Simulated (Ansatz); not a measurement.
# Σ5 (210) boundary in fcc Pt: structure and resistance, part 2 of 3

Aim: the relaxed structure and the specific resistance of the Σ5 (210) boundary in fcc Pt.

Ansatz 0.2.0; Ansatz plane-wave DFT, LDA, PAW files; relaxation of a bicrystal slab with its lowest layers held; PAW set soft_1 (the session's first sound run).

So far. Step 2 (Relaxing the bicrystal): The largest force component on a free atom ends at 0.0069 eV/Å, under the tolerance of 0.03, after 14 steps.

### 3. Transmission across the boundary

This step: Ansatz plane-wave DFT, LDA, PAW files; ballistic transport by layer matching (Landauer), zero bias; boundary relaxed in a short slab, bulk layers laid on; PAW set soft_1 (Ansatz 0.2.0).

System of this step: Σ5 (210) boundary in fcc Pt. The cell holds 48 atoms: 48 Pt. Cell: a = 4.803 Å, b = 3.922 Å, c = 49.463 Å, α = 90.0°, β = 90.0°, γ = 65.9°. It derives from Pt. Regions: lower grain, 20 atoms (20 Pt); boundary, 12 atoms (12 Pt); upper grain, 16 atoms (16 Pt). Vacuum lies along c.

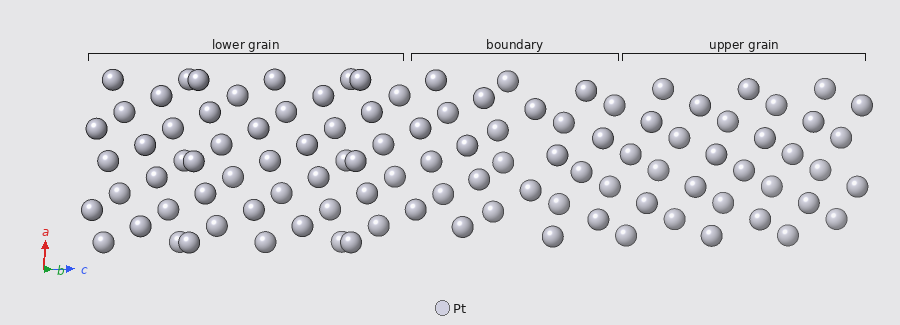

The cell of this step (platinum light grey). 2×1×1 cells are drawn. Some periodic images of atoms are drawn too.

The input, input.yaml:

```yaml
crystal:
  lattice:
    - [4.8032044366, 0.0, 0.0]
    - [1.6010681455, 3.58009721, 0.0]
    - [0.0, 0.0, 49.4633296659]
  atoms:
    - { symbol: Pt, position: [-15.6, 7.8, 0.080867989] }
    - { symbol: Pt, position: [-15.0, 7.5, 0.0985971056] }
    - { symbol: Pt, position: [-14.4, 7.2, 0.1163262222] }
    - { symbol: Pt, position: [-13.8, 6.9, 0.1340553388] }
    - { symbol: Pt, position: [-13.2, 6.6, 0.1517844554] }
    - { symbol: Pt, position: [-12.6, 6.3, 0.169513572] }
    - { symbol: Pt, position: [-12.0, 6.0, 0.1872426887] }
    - { symbol: Pt, position: [-11.4, 5.7, 0.2049718053] }
    - { symbol: Pt, position: [-10.8, 5.4, 0.2227009219] }
    - { symbol: Pt, position: [-10.2, 5.1, 0.2404300385] }
    - { symbol: Pt, position: [-9.6, 4.8, 0.2581591551] }
    - { symbol: Pt, position: [-9.0, 4.5, 0.2758882717] }
    - { symbol: Pt, position: [-8.4, 4.2, 0.2936173883] }
    - { symbol: Pt, position: [-7.8, 3.9, 0.3113465049] }
    - { symbol: Pt, position: [-7.2, 3.6, 0.3290756215] }
    - { symbol: Pt, position: [-6.6, 3.3, 0.3468047381] }
    - { symbol: Pt, position: [-6.0, 3.0, 0.3645338547] }
    - { symbol: Pt, position: [-5.4, 2.7, 0.3822629713] }
    - { symbol: Pt, position: [-4.8, 2.4, 0.3999920879] }
    - { symbol: Pt, position: [-4.2, 2.1, 0.4177212045] }
    - { symbol: Pt, position: [0.4, 0.8, 0.4354503211] }
    - { symbol: Pt, position: [-0.0104231105, 0.5052115553, 0.452561907] }
    - { symbol: Pt, position: [0.5865998234, 0.2067000883, 0.4706499773] }
    - { symbol: Pt, position: [0.1872856579, 0.9063571711, 0.4867935139] }
    - { symbol: Pt, position: [0.7696202038, 0.6151898981, 0.5049489046] }
    - { symbol: Pt, position: [0.3708259178, 0.3145870411, 0.5253604386] }
    - { symbol: Pt, position: [-0.028050812, 0.014025406, 0.5363671656] }
    - { symbol: Pt, position: [0.6348575171, 0.6825712415, 0.5613166671] }
    - { symbol: Pt, position: [0.068023651, 0.9659881745, 0.5855128269] }
    - { symbol: Pt, position: [0.4635382199, 0.26823089, 0.5976431443] }
    - { symbol: Pt, position: [-0.1411413346, 0.5705706673, 0.6170882278] }
    - { symbol: Pt, position: [0.2758662482, 0.8620668759, 0.6354661453] }
    - { symbol: Pt, position: [-4.3241337518, 2.1620668759, 0.6531952619] }
    - { symbol: Pt, position: [-4.9241337518, 2.4620668759, 0.6709243785] }
    - { symbol: Pt, position: [-5.5241337518, 2.7620668759, 0.6886534951] }
    - { symbol: Pt, position: [-6.1241337518, 3.0620668759, 0.7063826117] }
    - { symbol: Pt, position: [-6.7241337518, 3.3620668759, 0.7241117283] }
    - { symbol: Pt, position: [-7.3241337518, 3.6620668759, 0.7418408449] }
    - { symbol: Pt, position: [-7.9241337518, 3.9620668759, 0.7595699615] }
    - { symbol: Pt, position: [-8.5241337518, 4.2620668759, 0.7772990781] }
    - { symbol: Pt, position: [-9.1241337518, 4.5620668759, 0.7950281947] }
    - { symbol: Pt, position: [-9.7241337518, 4.8620668759, 0.8127573113] }
    - { symbol: Pt, position: [-10.3241337518, 5.1620668759, 0.830486428] }
    - { symbol: Pt, position: [-10.9241337518, 5.4620668759, 0.8482155446] }
    - { symbol: Pt, position: [-11.5241337518, 5.7620668759, 0.8659446612] }
    - { symbol: Pt, position: [-12.1241337518, 6.0620668759, 0.8836737778] }
    - { symbol: Pt, position: [-12.7241337518, 6.3620668759, 0.9014028944] }
    - { symbol: Pt, position: [-13.3241337518, 6.6620668759, 0.919132011] }
kpoints:
  mp_grid: { grid: [7, 7, 1] }
hamiltonian:
  xc: lda
  pseudopotentials: { kind: paw, azcp: { folder: soft_1 }, xc_functional: pbe }
scf:
  occupations: { method: fermi_dirac, width: 0.1 }
output:
  transmission:
    leads: [[11, 12], [38, 39]]
    kmesh: [18, 18]
    e_range: [-0.1, 0.1]
    de: 0.05
  write_potential: true
  write_density: true
  volumetric_format: npy
  elf: true
```

Started as:

```bash
$ ansatz run input.yaml --threads 4 --pin off --max-ram 15360MiB --backend cpu --events-out ev --progress --plain --runs-dir out
```

Numbers of over 12 decimals in the logs are rounded to 6 here.

The log of the run:

```text
[...]
Crystal: 48 atoms, lattice volume = 850.568 Å³
Basis set: ecut = 420 eV, 16549 PW (Γ)
Bands: 519, of which v1, the nominal top of the filled ones, is band 432 counted from 1 (431 counted from 0)
Symmetry: 2 space group operations
[...]
k-points: 16 of 49 (time reversal used)
[...]
SCF iter   1: F=—  HF=-587835.928726 eV  |F-HF|=—  |Δ(HF+E_count)|=         —  Δρ=8.79e-2  dr2=1.46e2  ethr=3.10e-3  ⟨swp⟩=6.0  Hψ=29669  notcnv=0  defer=124
[...]
SCF iter  13: F=-587815.035799 eV  HF=-587815.035799 eV  |F-HF|=1.80e-8  |Δ(HF+E_count)|=   2.33e-9  Δρ=7.59e-7  dr2=1.88e-8  ethr=1.16e-11  ⟨swp⟩=10.7  Hψ=27072  notcnv=0
SCF 1 converged in 13 iterations: F = -587815.035799 eV  dr2 = 1.88e-8
[...]
transmission: 593 of 5915 steps passed
transmission: 1186 of 5915 steps passed
[...]
transmission: 5915 of 5915 steps passed
WARN: The output density's exchange-correlation potential varies sharply where the density is thin. Do not read a vacuum level from v_tot or v_xc, or from such a field of the output density. On a cell that repeats whose density bears no net charge and no dipole along the vacuum's axis use v_es (v_loc + v_h of the components); under efield.dipole_correction with no amplitude use v_es + v_field, which holds any externa [...]
SCF converged after 13 iterations
Free energy (F): -587815.035799 eV
[...]
Internal energy: -587812.381403 eV  (E = F + TS)
E sigma→0 (E₀):  -587813.708601 eV
Entropy (-TS):   -2.654396 eV (-55.300 meV/atom)
Fermi energy:    18.739369 eV
[...]
--- Band table (eV; the first three rows and the last of 16) ---
  k-point 0: bands = [... 428 lower, 18.8219, 18.8299, 18.8818, 18.9281, 18.9791, 18.9980, 19.0017, 19.0376, ... 83 higher]
  k-point 1: bands = [... 428 lower, 18.6964, 18.7234, 18.7474, 18.7761, 18.7887, 18.8032, 18.8166, 18.8370, ... 83 higher]
  k-point 2: bands = [... 428 lower, 18.6010, 18.6417, 18.6608, 18.7038, 18.7249, 18.7349, 18.7544, 18.7909, ... 83 higher]
  k-point 15: bands = [... 428 lower, 18.6665, 18.7004, 18.7144, 18.7419, 18.7590, 18.7759, 18.8183, 18.8357, ... 83 higher]
--- Transmission ---
  basis      : 149 plane waves across, 65 finite elements along
  points     : 91, standing for a mesh of 18 x 18
  energies   : 5 from -0.100000 to 0.100000 eV about the Fermi level, 0.050000 eV apart; the leads are filled to 0.000000 eV, and channels, transmission and decay are at 0.000000 eV
  crystal 0  : Pt3, at the sites [11, 12], period 2.6308 Å, over 18.42 Å; its Hamiltonian steps by up to 14.2 meV
    offset         : up to 0.0000 Å between an atom of the period and one for which it stands
    channels       : 4.827160e0 a spin
    conductance    : none, the energies end too early or step too widely for 300 K: set another output.transmission.e_range or a lower de, or, where they end at an eighth of basis.ecutwfc, a higher one
[...]
channels       : 4.802469e0 a spin
[...]
junction   : crystal 0 to crystal 1, 12.95 to 36.00 Å
    transmission   : 2.305127e0 a spin
[...]
```

The job ended after 19 min (4 threads of Arm Neoverse V1, shared host; peak memory 11 GiB).

In the SCF lines HF is the Harris–Foulkes energy and dr2 the Hartree energy of the density residual, in eV; the loop may stop once dr2 is under the threshold and the program's other checks hold. Hψ counts applications of the Hamiltonian.

Numbers from this step:

| Property | Result |
| --- | --- |
| free energy | -587815.0358 eV |
| energy at zero smearing | -587813.7086 eV |
| Fermi energy | 18.74 eV |
| cell area | 17.20 Å² |
| transmission per spin nearest the Fermi level | 2.305 |
| open channels per spin nearest the Fermi level | 4.827 |
| open channels per spin, upper lead | 4.802 |
| step of the lead's potential | 14.2 meV |
| step of the upper lead's potential | 13.9 meV |

Per spin. The transmission, zone mean by energy, zero at the Fermi level:

```csv
energy (eV),"transmission, zone mean"
-0.1000,2.53
-0.0500,2.43
0.0000,2.31
0.0500,2.09
0.1000,1.93
```

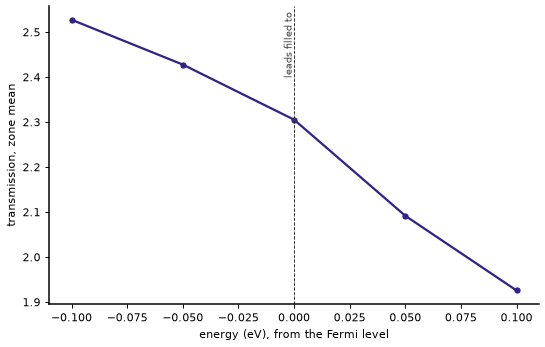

Transmission, zone mean, plotted against energy.

Per spin. Table of open channels, zone mean by energy, zero at the Fermi level:

```csv
energy (eV),lead,upper lead
-0.1000,5.30,5.28
-0.0500,5.02,5.04
0.0000,4.83,4.80
0.0500,4.26,4.26
0.1000,3.80,3.82
```

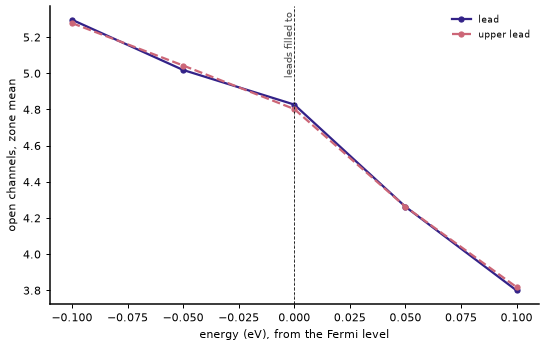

Open channels, zone mean against energy.

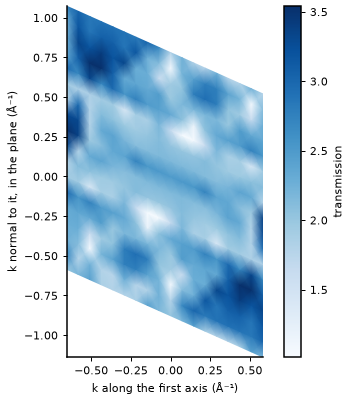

Transmission over k1 and k2. At 0.0000 eV from the Fermi level.

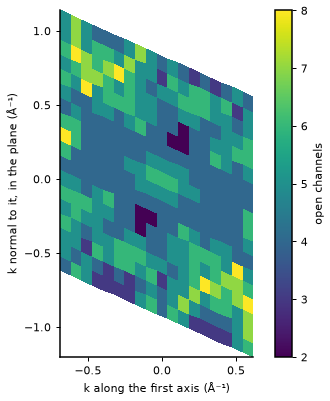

Open channels over k1 and k2. At 0.0000 eV from the Fermi level.

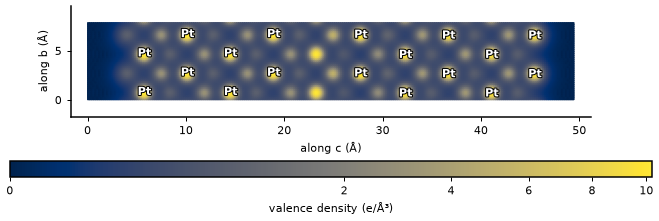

Valence density in the cb plane at fractional x = 0.635, with atoms of Pt within 0.2 Å of it. It is the smooth field of the valence electrons, not physical close to the nuclei. The colour scale is stretched toward low values.

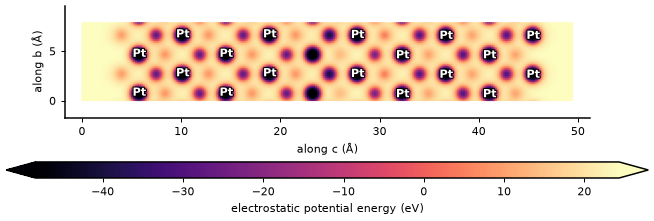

Electrostatic potential energy in the cb plane at fractional x = 0.635, with atoms of Pt within 0.2 Å of it. With pseudopotentials it is smooth inside the atoms' cores, unlike the true potential.

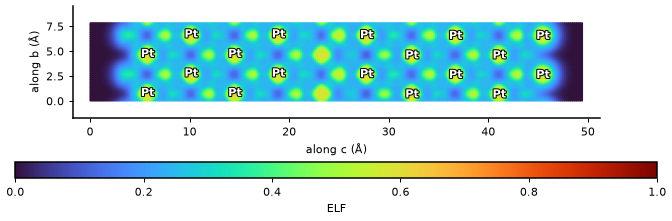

ELF in the cb plane at fractional x = 0.635, with atoms of Pt within 0.2 Å of it. It is the smooth field of the valence electrons, not physical close to the nuclei.

Over the solved energies the transmission per spin lies between 1.93 and 2.53, out of 4.64 channels of the lead on average (up to 5.30).

### 4. Specific resistance

This step: Ansatz plane-wave DFT, LDA, PAW files; ballistic transport by layer matching (Landauer), zero bias; specific resistance of the boundary; PAW set soft_1 (Ansatz 0.2.0).

Numbers from this step:

| Item | Value |
| --- | --- |
| area resistance | 0.5058 fΩ m² |
| T over the leads' mean channel count | 0.4860 |

Averaged over the energies near the Fermi level, 48.6 % of the channels pass, which makes 0.506 fΩ m².

By hand, with T and the leads' channels N averaged over the energies near the Fermi level: RA = A (h/2e²)(1/T − ½[1/N₁ + 1/N₂]) = 17.20×10⁻²⁰ m² × 12 906 Ω × (1/2.255 − ½[1/4.641 + 1/4.641]) = 0.506 fΩ m².

(Continued in part 3 of 3.)

[Logs are printed without paths, hosts, clocks, repeated set-up lines and the standing remarks that a program may print on its own settings, such as how far it seeks lower states.]

[Hosts, paths, dates, database ids (printed as entryN), source tags and the programs' standing remarks are cut or masked in the printed files.]
